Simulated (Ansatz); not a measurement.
CH2BrI (SMILES BrCI)

The calculation's input:

```
crystal:
  periodic: [false, false, false]
  atoms:
    - {symbol: C, position_ang: [0.475139, -0.093106, 0.367036]}
    - {symbol: Br, position_ang: [-1.255319, 0.734485, 0.025747]}
    - {symbol: I, position_ang: [2.188950, 1.023206, -0.360709]}
    - {symbol: H, position_ang: [0.485977, -1.053331, -0.132569]}
    - {symbol: H, position_ang: [0.589803, -0.188045, 1.439226]}
basis:
  gaussian:
    orbitals: def2-TZVPD
hamiltonian:
  xc: {name: PBE0}
output: {forces: true, orbitals: {seedname: orbitals}}
```

Launched as:

```sh
ansatz run input.yaml --threads 2 --pin off --max-ram 4350MiB --events-out events.jsonl --progress --plain --runs-dir runs
```

Geometry: B3LYP-D3(BJ)/6-311G**; core potentials replace the inner electrons of I.

Level of theory: Ansatz, isolated molecule in a Gaussian basis; Kohn-Sham density functional theory, functional PBE0.

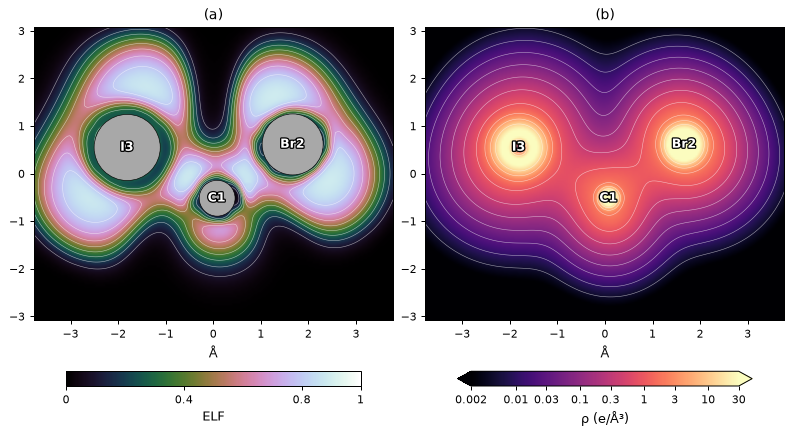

Figure 1. (a) ELF; (b) electron density on the plane of atoms Br2, C1 and I3. Grey discs cover the atomic cores in the ELF map.

Read the bonding off the picture.

Answer.
- The section cuts through C, Br and I sites.
- C–Br (1.95 Å): ρ at the midpoint is about 1 e/Å³; the ELF peaks at about 0.85 between the atoms: a covalent bond.
- C–I (2.17 Å): the density is about 0.79 e/Å³ at the midpoint; the ELF peaks at about 0.90 between the atoms (localised, covalent bonding).
- The ELF also peaks beside I3 and Br2, away from the bonds: lone-pair regions.

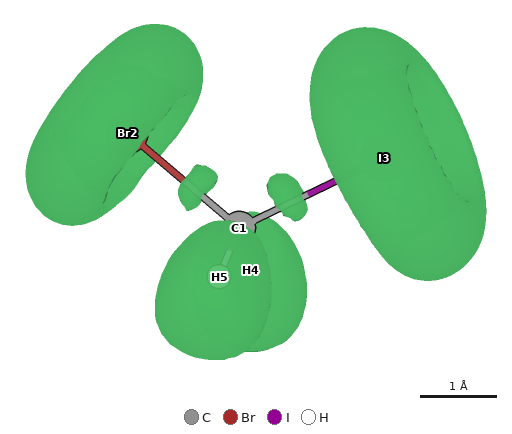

Figure 2. Isosurface of the ELF at 0.8 (green), seen at a tilt. Core shells and regions of very low density are left out.

Where are the electrons localised?

Answer. The surface consists of one region between bonded Br–C atoms (shared pairs), one region between bonded C–I atoms (shared pairs), two regions around hydrogen nuclei, one ring or bowl of non-bonding electrons around Br and one ring or bowl of non-bonding electrons around I.
